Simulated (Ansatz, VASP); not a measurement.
# SnSO in two plane-wave programs

Wanted: the spread between two codes on one cell, functional and k mesh. The cell is invented: As first built, before any earlier steps moved the atoms: it takes the SnSeS structure with some of its atoms replaced by other elements, volume scaled by an estimate. It may not be a known or stable phase. The cell comes out of the VASP series on this material, whose earlier steps may have relaxed, scaled or displaced it; both programs get it as it stands.

Main program and level: Ansatz 0.2.0; plane waves, with VASP 6.6.1 beside it; band structure at LDA, band structure at PBEsol and band structure at BLYP.

## 1. Starting point

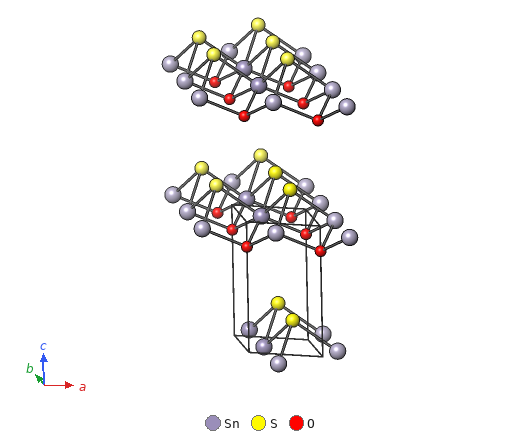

Start, viewed slightly off an axis; tin purple, sulfur yellow, oxygen red. 1×2×2 cells are drawn. Some periodic images of atoms are drawn too.

Structure file:

```xyz
3
Lattice="3.4671 0.0000 0.0000 -1.7336 3.0026 0.0000 0.0000 0.0000 5.9580" Properties=species:S:1:pos:R:3 pbc="T T T"
Sn    0.0000    2.0017    5.7633
S     1.7336    1.0009    1.3372
O     0.0000    0.0000    4.8154
```

## 2. VASP: band structure, LDA

Levels along a path test the potential and the projectors away from the mesh points.

Lines of VASP's logs that name or quote its potential files are left out, and so is its time.

File INCAR:

```
SYSTEM = SnSO
PREC = Accurate
ENCUT = 520
EDIFF = 1E-06
NELM = 100
ISMEAR = 0
SIGMA = 0.02
LREAL = .FALSE.
ALGO = Normal
GGA = CA
LORBIT = 11
LWAVE = .FALSE.
LCHARG = .FALSE.
KPAR = 4
```

File POSCAR:

```
SnSO
1.0
    3.4671176086      0.0000000000      0.0000000000
   -1.7335588043      3.0026124474      0.0000000000
    0.0000000000      0.0000000000      5.9579538463
Sn S O
1 1 1
Direct
    0.3333333300      0.6666666700      0.9673317131
    0.6666666700      0.3333333300      0.2244465511
    0.0000000000      0.0000000000      0.8082227358
```

File KPOINTS:

```
Automatic mesh
0
Gamma
5 5 3
0 0 0
```

File KPOINTS_OPT:

```
Line mode
16
Line-mode
Reciprocal
  0.00000000   0.00000000   0.00000000 GAMMA
  0.50000000   0.00000000   0.00000000 M

  0.50000000   0.00000000   0.00000000 M
  0.33333333   0.33333333   0.00000000 K

  0.33333333   0.33333333   0.00000000 K
  0.00000000   0.00000000   0.00000000 GAMMA

  0.00000000   0.00000000   0.00000000 GAMMA
  0.00000000   0.00000000   0.50000000 A

  0.00000000   0.00000000   0.50000000 A
  0.50000000   0.00000000   0.50000000 L

  0.50000000   0.00000000   0.50000000 L
  0.33333333   0.33333333   0.50000000 H

  0.33333333   0.33333333   0.50000000 H
  0.00000000   0.00000000   0.50000000 A

  0.50000000   0.00000000   0.50000000 L
  0.50000000   0.00000000   0.00000000 M

  0.33333333   0.33333333   0.00000000 K
  0.33333333   0.33333333   0.50000000 H
```

The projector-augmented-wave data sets are Sn_d, S and O (PBE family, release 64).

Run with:

```
mpirun -np 4 vasp_std
```

Numbers of over 12 decimals in the logs are rounded to 6 here.

The log of the run:

```text
[banner, memory and clock lines left out]
running    4 mpi-ranks, on    1 nodes
 distrk:  each k-point on    1 cores,    4 groups
 distr:  one band on    1 cores,    1 groups

 POSCAR found type information on POSCAR SnS O
 POSCAR found :  3 types and       3 ions
|                                                                             |
|               ----> ADVICE to this user running VASP <----                  |
|                                                                             |
|     You enforced a specific xc type in the INCAR file but a different       |
|     [... a line on the potential file left out ...]
|     I HOPE YOU KNOW WHAT YOU ARE DOING!                                     |
|                                                                             |

 LDA part: xc-table for (Slater(with rela. corr.)+CA(PZ))
 , standard interpolation
 POSCAR, INCAR and KPOINTS ok, starting setup
 FFT: planning ... GRIDC
 FFT: planning ... GRID_SOFT
 FFT: planning ... GRID
 WAVECAR not read
 entering main loop
       N       E                     dE             d eps       ncg     rms          rms(c)
DAV:   1     0.223798404692E+03    0.22380E+03   -0.13722E+04   416   0.194E+03
DAV:   2     0.674314259739E+01   -0.21706E+03   -0.21174E+03   456   0.455E+02
DAV:   3    -0.182197804226E+02   -0.24963E+02   -0.24409E+02   507   0.142E+02
DAV:   4    -0.189983179300E+02   -0.77854E+00   -0.77790E+00   532   0.269E+01
DAV:   5    -0.190143763099E+02   -0.16058E-01   -0.16057E-01   608   0.383E+00    0.955E+00
DAV:   6    -0.174483450621E+02    0.15660E+01   -0.10654E+01   619   0.490E+01    0.530E+00
DAV:   7    -0.172576986040E+02    0.19065E+00   -0.18363E+00   495   0.938E+00    0.344E+00
DAV:   8    -0.172318028831E+02    0.25896E-01   -0.27314E-01   515   0.434E+00    0.111E+00
DAV:   9    -0.172265822081E+02    0.52207E-02   -0.45356E-02   645   0.165E+00    0.429E-01
DAV:  10    -0.172262811936E+02    0.30101E-03   -0.72340E-03   534   0.713E-01    0.112E-01
DAV:  11    -0.172263033148E+02   -0.22121E-04   -0.31039E-04   534   0.132E-01    0.550E-02
DAV:  12    -0.172263194954E+02   -0.16181E-04   -0.33442E-05   511   0.550E-02    0.190E-02
DAV:  13    -0.172263187532E+02    0.74220E-06   -0.31905E-06   549   0.158E-02
   1 F= -.17226319E+02 E0= -.17226319E+02  d E =-.268133E-12
 Start KPOINTS_OPT (optional k-point list driver)
k-point batch [1-12\144]
       N       E                     dE             ncg
DAV:   1     0.269248236926E+03   -0.33923E+04      408
DAV:   2    -0.226083822574E+04   -0.25301E+04      472
DAV:   3    -0.254303232533E+04   -0.28219E+03      534
DAV:   4    -0.255162055386E+04   -0.85882E+01      510
DAV:   5    -0.255180580891E+04   -0.18526E+00      590
DAV:   6    -0.255181198806E+04   -0.61792E-02      548
DAV:   7    -0.255181245950E+04   -0.47143E-03      637
DAV:   8    -0.255181246141E+04   -0.19104E-05      485
DAV:   9    -0.255181246147E+04   -0.64474E-07      461
[...]
k-point batch [133-144\144]
       N       E                     dE             ncg
DAV:   1     0.766740590336E+02   -0.12191E+05      408
DAV:   2    -0.240430538035E+04   -0.24810E+04      457
DAV:   3    -0.266587979501E+04   -0.26157E+03      551
DAV:   4    -0.267256583190E+04   -0.66860E+01      494
DAV:   5    -0.267273229134E+04   -0.16646E+00      594
DAV:   6    -0.267273718332E+04   -0.48920E-02      597
DAV:   7    -0.267273726003E+04   -0.76709E-04      607
DAV:   8    -0.267273726069E+04   -0.66280E-06      443
```

From OUTCAR (step 2):

```text
ion  position               nearest neighbor table
   1  0.333  0.667  0.967-   3 2.21   3 2.21   3 2.21   2 2.52   2 2.52   2 2.52
   2  0.667  0.333  0.224-   1 2.52   1 2.52   1 2.52
   3  0.000  0.000  0.808-   1 2.21   1 2.21   1 2.21

  LATTYP: Found a hexagonal cell.
 ALAT       =     3.4671176086
 C/A-ratio  =     1.7184170019

 Subroutine GETGRP returns: Found  6 space group operations
 (whereof  6 operations were pure point group operations)

The static configuration has the point symmetry C_3v.

 Found     12 irreducible k-points:

   k-points           NKPTS =     12   k-points in BZ     NKDIM =     12   number of bands    NBANDS=     17

   dimension x,y,z NGX =    28 NGY =   28 NGZ =   48
   dimension x,y,z NGXF=    56 NGYF=   56 NGZF=   96

   ENCUT  =  520.0 eV  38.22 Ry    6.18 a.u.   6.45  6.45 11.08*2*pi/ulx,y,z

   NELECT =      26.0000    total number of electrons

 k-points in reciprocal lattice and weights: Automatic mesh
   0.00000000  0.00000000  0.00000000       0.013
   0.20000000 -0.00000000  0.00000000       0.080
   0.40000000 -0.00000000  0.00000000       0.080
   0.20000000  0.20000000  0.00000000       0.080
   0.40000000  0.20000000  0.00000000       0.080
   0.00000000  0.00000000  0.33333333       0.027
   0.20000000 -0.00000000  0.33333333       0.080
   0.00000000  0.20000000  0.33333333       0.080
   0.40000000 -0.00000000  0.33333333       0.080
   0.00000000  0.40000000  0.33333333       0.080
   0.20000000  0.20000000  0.33333333       0.160
   0.40000000  0.20000000  0.33333333       0.160

 average (electrostatic) potential at core
       1-102.8617       2 -86.8474       3 -71.0566

 E-fermi :   3.5167

 k-point     1 :       0.0000    0.0000    0.0000
  band No.  band energies     occupation
    ...
      9       0.7336      2.00000
     10       0.7336      2.00000
     11       2.0861      2.00000
     12       3.4172      2.00000
     13       3.4172      2.00000
     14       3.7788      0.00000
     15       7.8835      0.00000
     16      10.0617      0.00000
     17      10.0617      0.00000

 k-point     2 :       0.2000   -0.0000    0.0000
  band No.  band energies     occupation
    ...
      9      -0.2859      2.00000
     10       0.3432      2.00000
     11       1.5599      2.00000
     12       2.2994      2.00000
     13       3.1303      2.00000
     14       5.0551      0.00000
     15       7.9096      0.00000
     16      10.1886      0.00000
     17      10.8211      0.00000

 k-point     3 :       0.4000   -0.0000    0.0000
  band No.  band energies     occupation
    ...
      9      -1.3430      2.00000
     10      -0.2444      2.00000
     11       0.7455      2.00000
     12       2.2691      2.00000
     13       2.8004      2.00000
     14       5.3328      0.00000
     15       7.8893      0.00000
     16       9.7094      0.00000
     17      10.6813      0.00000

  Total       -2.1198426     -2.1198433     -1.5687693      0.0000000     -0.0000000      0.0000000
  in kB      -54.7582058    -54.7582248    -40.5232872      0.0000000     -0.0000000      0.0000000
  external PRESSURE =     -50.0132393 kB  Pullay stress =       0.0000000 kB

  energy-cutoff  :      520.00
  volume of cell :       62.02
      direct lattice vectors                 reciprocal lattice vectors
     3.467117609  0.000000000  0.000000000     0.288424020  0.166521657  0.000000000
    -1.733558804  3.002612447  0.000000000     0.000000000  0.333043314  0.000000000
     0.000000000  0.000000000  5.957953846     0.000000000  0.000000000  0.167842858

 POSITION                                       TOTAL-FORCE (eV/Angst)
 -----------------------------------------------------------------------------------
     -0.00000      2.00174      5.76332        -0.000000      0.000000     -0.014947
      1.73356      1.00087      1.33724         0.000000      0.000000     -0.434950
      0.00000      0.00000      4.81535         0.000000     -0.000000      0.449896
 -----------------------------------------------------------------------------------
    total drift:                               -0.000004      0.000014      0.000090

  FREE ENERGIE OF THE ION-ELECTRON SYSTEM (eV)
  ---------------------------------------------------
  free  energy   TOTEN  =       -17.2263187532 eV

  energy  without entropy=      -17.2263187532  energy(sigma->0) =      -17.22631875

 total charge
# of ion       s       p       d       tot
------------------------------------------
    1        0.985   0.999  10.199  12.183
    2        1.356   2.335   0.000   3.691
    3        1.565   3.325   0.000   4.890
--------------------------------------------------
tot          3.906   6.659  10.199  20.765

[... 3 further parts left out ...]
```

The run ends at a pressure of -5.00 GPa, with forces up to 0.45 eV/Å.

## 3. Ansatz: band structure, LDA

Ansatz runs on its default PAW (the set named soft_2) files.

The same cell, functional (in two slightly different forms), mesh and smearing now go to Ansatz, which takes its cutoff from its data sets.

File input.yaml:

```yaml
crystal:
  lattice:
    - [3.4671176086, 0.0, 0.0]
    - [-1.7335588043, 3.0026124474, 0.0]
    - [0.0, 0.0, 5.9579538463]
  atoms:
    - { symbol: Sn, position: [0.33333333, 0.66666667, 0.9673317131] }
    - { symbol: S, position: [0.66666667, 0.33333333, 0.2244465511] }
    - { symbol: O, position: [0.0, 0.0, 0.8082227358] }
hamiltonian:
  xc: lda
  pseudopotentials: { kind: paw }
kpoints:
  mp_grid: { grid: [5, 5, 3] }
  band_path:
    path:
      - [0.0, 0.0, 0.0]
      - [0.13333, 0.0, 0.0]
      - [0.3, 0.0, 0.0]
      - [0.46667, 0.0, 0.0]
      - [0.46667, 0.06667, 0.0]
      - [0.41111, 0.17778, 0.0]
      - [0.35556, 0.28889, 0.0]
      - [0.28889, 0.28889, 0.0]
      - [0.17778, 0.17778, 0.0]
      - [0.06667, 0.06667, 0.0]
      - [0.0, 0.0, 0.03333]
      - [0.0, 0.0, 0.2]
      - [0.0, 0.0, 0.36667]
      - [0.0, 0.0, 0.5]
      - [0.16667, 0.0, 0.5]
      - [0.3, 0.0, 0.5]
      - [0.46667, 0.0, 0.5]
      - [0.46667, 0.06667, 0.5]
      - [0.41111, 0.17778, 0.5]
      - [0.35556, 0.28889, 0.5]
      - [0.28889, 0.28889, 0.5]
      - [0.17778, 0.17778, 0.5]
      - [0.06667, 0.06667, 0.5]
      - [0.5, 0.0, 0.46667]
      - [0.5, 0.0, 0.3]
      - [0.5, 0.0, 0.13333]
      - [0.33333, 0.33333, 0.0]
      - [0.33333, 0.33333, 0.16667]
      - [0.33333, 0.33333, 0.33333]
      - [0.33333, 0.33333, 0.5]
    npoints: 1
scf:
  occupations: { method: gaussian, width: 0.02 }
  n_extra_bands: 7
output:
  forces: true
  stress: true
  eigenvalues: true
```

Run with:

```
ansatz run input.yaml --threads 2 --pin off --max-ram 4608MiB --backend cpu --events-out ev --progress --plain --runs-dir out
```

The log of the run:

```text
scf.n_extra_bands = 7 over 13 filled bands (N_el = 26.0): the run solves 20 bands
Engine: ansatz 0.2.0, aarch64-unknown-linux-gnu
Pseudopotentials: kind: paw
Pseudopotential: Sn, paw, valence charge 14, recommended cutoff 420 eV (normal), Sn.paw.azcp
Pseudopotential: S, paw, valence charge 6, recommended cutoff 420 eV (normal), S.paw.azcp
Pseudopotential: O, paw, valence charge 6, recommended cutoff 420 eV (normal), O.paw.azcp
Functional definition: SPW92
  exchange = slater_x
  correlation = pw_c
Crystal: 3 atoms, lattice volume = 62.025 Å³
Basis set: ecut = 420 eV, 1201 PW (Γ)
Bands: 20, of which v1, the nominal top of the filled ones, is band 13 counted from 1 (12 counted from 0)
Symmetry: 6 space group operations
Space group: P3m1 (ITA 156), of the structure as read, at distance tolerance 4.0e-5 Å
k-points: 12 of 75 (time reversal used)
Non-local potential: Sn, projectors of the file, l = 0: 2, l = 1: 2, l = 2: 2, l = 3: 2
Non-local potential: S, projectors of the file, l = 0: 2, l = 1: 2, l = 2: 2
Non-local potential: O, projectors of the file, l = 0: 2, l = 1: 2, l = 2: 1
PAW form: soft (Blöchl's): semilocal exchange-correlation on the pseudo side does not see the compensation charge
PAW frozen core: Sn, regenerated for the run's functional, and the local potential with it (the file was generated under x = pbe(κ = 0.804, μ = 0.219515), c = pbe(β = 0.066725))
PAW frozen core: S, regenerated for the run's functional, and the local potential with it (the file was generated under x = pbe(κ = 0.804, μ = 0.219515), c = pbe(β = 0.066725))
PAW frozen core: O, regenerated for the run's functional, and the local potential with it (the file was generated under x = pbe(κ = 0.804, μ = 0.219515), c = pbe(β = 0.066725))
PAW one-centre angular grid: Sn, 590 points (default); XC on 64 Gauss nodes
PAW one-centre angular grid: S, 110 points (default); XC on 64 Gauss nodes
PAW one-centre angular grid: O, 110 points (default); XC on 64 Gauss nodes
Initial density: superposition of atomic densities (neutral atoms: chi_scale 0, normalization atom), corrected by the library's trained network
Initial wavefunctions: pseudopotential atomic-orbital guess
Functional: x = slater, c = lda
SCF iter   1: F=—  HF=-7304.043250 eV  |F-HF|=—  |Δ(HF+E_count)|=         —  Δρ=1.26e-2  dr2=9.06e-2  ethr=1.77e-3  ⟨swp⟩=6.2  Hψ=1393  notcnv=0  defer=1
preconditioner: auto → Resta (q_TF=auto, 2.360 Å⁻¹)  ε∞=2.6  [insulator: Δε(μ)=0.378 eV  Ē_g=18.823 eV  σ=0.020 eV  W_gap=1.00  n_scr=22 (ndim 8)  ℏωp=24.0 eV  f_vac=0.177  D(μ)=0.00/eV (n_scr^D=0)  ε∞_Penn≈2.6]
SCF iter   2: F=—  HF=-7304.025468 eV  |F-HF|=—  |Δ(HF+E_count)|=   1.78e-2  Δρ=7.41e-3  dr2=2.96e-2  ethr=3.49e-4  ⟨swp⟩=2.1  Hψ=460  notcnv=0  defer=21
SCF iter   3: F=—  HF=-7304.019771 eV  |F-HF|=—  |Δ(HF+E_count)|=   5.70e-3  Δρ=2.53e-3  dr2=2.89e-3  ethr=1.14e-4  ⟨swp⟩=2.0  Hψ=332  notcnv=0  defer=21
SCF iter   4: F=—  HF=-7304.018972 eV  |F-HF|=—  |Δ(HF+E_count)|=   7.99e-4  Δρ=6.97e-4  dr2=2.67e-4  ethr=1.11e-5  ⟨swp⟩=2.7  Hψ=379  notcnv=0  defer=21
SCF iter   5: F=—  HF=-7304.018911 eV  |F-HF|=—  |Δ(HF+E_count)|=   6.16e-5  Δρ=1.60e-4  dr2=1.60e-5  ethr=1.03e-6  ⟨swp⟩=1.2  Hψ=231  notcnv=0  defer=21
SCF iter   6: F=—  HF=-7304.018910 eV  |F-HF|=—  |Δ(HF+E_count)|=   9.00e-7  Δρ=3.85e-5  dr2=1.28e-6  ethr=6.13e-8  ⟨swp⟩=2.3  Hψ=290  notcnv=0  defer=21
SCF iter   7: F=—  HF=-7304.018910 eV  |F-HF|=—  |Δ(HF+E_count)|=   4.45e-7  Δρ=1.25e-5  dr2=1.08e-7  ethr=4.93e-9  ⟨swp⟩=2.6  Hψ=351  notcnv=0  defer=21
SCF iter   8: F=-7304.018910 eV  HF=-7304.018910 eV  |F-HF|=1.29e-9  |Δ(HF+E_count)|=   1.49e-8  Δρ=2.28e-6  dr2=2.40e-9  ethr=3.85e-10  ⟨swp⟩=8.6  Hψ=985  notcnv=0
SCF 1 converged in 8 iterations: F = -7304.018910 eV  dr2 = 2.40e-9
  greatest PAW one-centre occupation: 0.995 electrons in one spin orbital (limit 2), on the Sn atom at site 0 (counted from 0), in its partial waves of l = 2
NSCF: frozen V_eff on 30 k-points
SCF converged after 8 iterations
Free energy (F): -7304.018910 eV
Harris-Foulkes:  -7304.018910 eV  (|F-HF|=1.29e-9)
Internal energy: -7304.018910 eV  (E = F + TS)
E sigma→0 (E₀):  -7304.018910 eV
Fermi energy:    5.556552 eV
--- Per-component energies (eV) ---
  E_band       = -167.669007
  E_kinetic    = 467.482416
  E_local      = -2218.113391  (includes V_loc(G=0)·N_el)
  E_nonlocal   = 53.658377
  E_hartree    = 1106.713446
  E_xc         = -544.561007
  E_vxc        = -276.101301  (∫ρ·V_xc dr)
  E_paw        = -4717.471281  (= ΣΔE_a)
  E_vpaw       = -408.024119  (= ΣTr[D̂ρ^β])
  E_aug_tail   = 0.002402  (compensation charges beyond the density's cutoff)
  E_ewald      = -1452.404889
  E_core_change = 0.675017  (= ΣΔE_core)
  E_smearing   = -0.000000  (= −TS)
  E_closure    = 0.000000  (closes the sum)
  Σ components = -7304.018910   (vs F -7304.018910, Δ=0.00e0)
--- Forces (eV/Å), atoms counted from 1 ---
  atom   1  Sn     0.00000000    -0.00000000    -0.04911841
  atom   2  S      0.00000000     0.00000000    -0.45639709
  atom   3  O      0.00000000    -0.00000000     0.50552965
  max |Σ_I F_I| component: 1.42e-5 eV/Å
--- Stress (GPa, compression-positive) ---
       -5.850157       0.000000      -0.000000
        0.000000      -5.850157       0.000000
        0.000000       0.000000      -4.142243
  P = ⅓ Tr σ = -5.2809 GPa (-52.809 kbar)
--- Band table (eV; the first three rows and the last of 12) ---
  k-point 0: bands = [... 9 lower, 2.7091, 4.0584, 5.3694, 5.3694, 5.7355, 9.8030, 11.9922, 11.9922, ... 3 higher]
  k-point 1: bands = [... 9 lower, 2.7084, 3.5616, 5.3761, 5.3761, 6.3635, 9.7423, 11.9546, 11.9546, ... 3 higher]
  k-point 2: bands = [... 9 lower, 2.3180, 3.5149, 4.2649, 5.0845, 7.0152, 9.8415, 12.1264, 12.7522, ... 3 higher]
  k-point 11: bands = [... 9 lower, 1.1011, 2.3933, 4.0328, 4.3905, 7.8098, 11.2623, 11.9677, 12.4272, ... 3 higher]
```

Wall time 1.5 s (2 threads of Arm Neoverse V2, shared host); peak memory 0.3 GiB; 2.9 s of CPU time.

## 4. Differences

Known differences besides the PAW data sets themselves: the two LDA forms differ slightly; the cutoff is 420 eV in Ansatz and 520 eV in VASP; Ansatz makes its cores anew for this functional, VASP keeps those of its PBE data sets. Total energies have different zeros and are not compared.

The two programs side by side:

```
                     quantity  Ansatz   VASP  difference
               pressure (GPa)   -5.28  -5.00       -0.28
gap over the path points (eV)   0.357  0.352      +0.005
```

Forces (eV/Å; atoms numbered as in POSCAR):

| atom | Ansatz x, y, z | VASP x, y, z |
| --- | --- | --- |
| Sn1 | 0.000, 0.000, -0.049 | 0.000, 0.000, -0.015 |
| S2 | 0.000, 0.000, -0.456 | 0.000, 0.000, -0.435 |
| O3 | 0.000, 0.000, 0.506 | 0.000, 0.000, 0.450 |

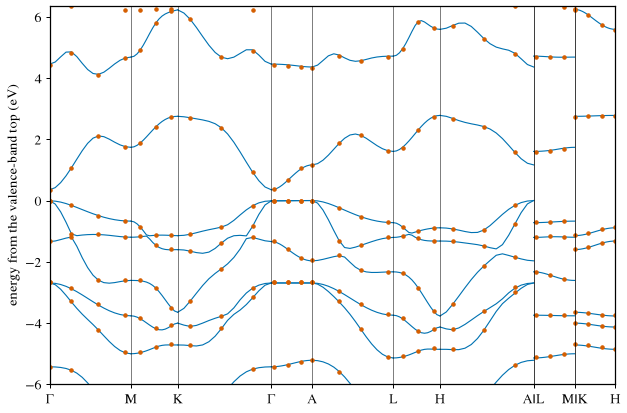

Bands from VASP (lines) and levels from Ansatz (dots). Dots without a line are higher empty bands that the VASP plot leaves out.

Levels at points of the path, from each program's valence-band top (eV; 4 filled, then empty):

```csv
k (reciprocal lattice),Ansatz,VASP
0.000 0.000 0.000,-2.67 -1.32 -0.01 -0.01 0.36 4.42,-2.69 -1.34 -0.01 -0.01 0.35 4.46
0.133 0.000 0.000,-2.86 -1.18 -1.08 -0.16 1.08 4.83,-2.88 -1.19 -1.09 -0.16 1.07 4.86
0.300 0.000 0.000,-3.39 -2.59 -1.10 -0.49 2.11 4.11,-3.42 -2.60 -1.11 -0.49 2.11 4.12
0.467 0.000 0.000,-3.73 -2.61 -1.18 -0.66 1.75 4.66,-3.75 -2.62 -1.19 -0.67 1.76 4.66
0.467 0.067 0.000,-3.84 -2.61 -1.17 -0.86 1.87 4.91,-3.86 -2.62 -1.18 -0.86 1.88 4.92
0.411 0.178 0.000,-4.17 -2.85 -1.45 -1.12 2.40 5.80,-4.19 -2.86 -1.46 -1.14 2.41 5.80
0.356 0.289 0.000,-4.08 -3.50 -1.60 -1.13 2.72 6.18,-4.09 -3.51 -1.61 -1.14 2.73 6.18
0.289 0.289 0.000,-4.10 -3.28 -1.64 -1.09 2.69 5.93,-4.11 -3.29 -1.65 -1.10 2.71 5.92
0.178 0.178 0.000,-3.76 -2.22 -1.38 -0.86 2.38 4.68,-3.78 -2.23 -1.39 -0.87 2.38 4.68
0.067 0.067 0.000,-2.84 -1.19 -0.84 -0.17 0.94 4.89,-2.86 -1.21 -0.84 -0.17 0.93 4.92
```

The forces differ by 23 meV/Å r.m.s., which is 11.0 % of the r.m.s. force of 0.21 eV/Å (both taken over all components). Among the levels compared (up to four filled and three empty ones at each point), filled levels agree within 23 meV and empty ones within 33 meV. Ansatz's pressure holds a Pulay correction of 0.36 GPa; VASP's holds none.

## 5. Looking for the cause

The difference is large enough to ask for its cause, so further runs change the set-up of one program at a time, as the table lists.

```csv
run,r.m.s. force difference (% of the r.m.s. force)
as above,11
"cores kept as stored, as VASP does, whose cores stay as stored",11
Ansatz's larger PAW set (cutoff 900 eV),10
norm-conserving potentials (cutoff 1143 eV),7.9
```

[end of part 1 of 2]

[Lines on the potential files, build, host, timing and source positions are cut from VASP's logs without a mark.]

[Logs are printed without paths, hosts, clocks, repeated set-up lines and the standing remarks that a program may print on its own settings, such as how far it seeks lower states.]

[Hosts, paths, dates, database ids (printed as entryN), source tags and the programs' standing remarks are cut or masked in the printed files.]
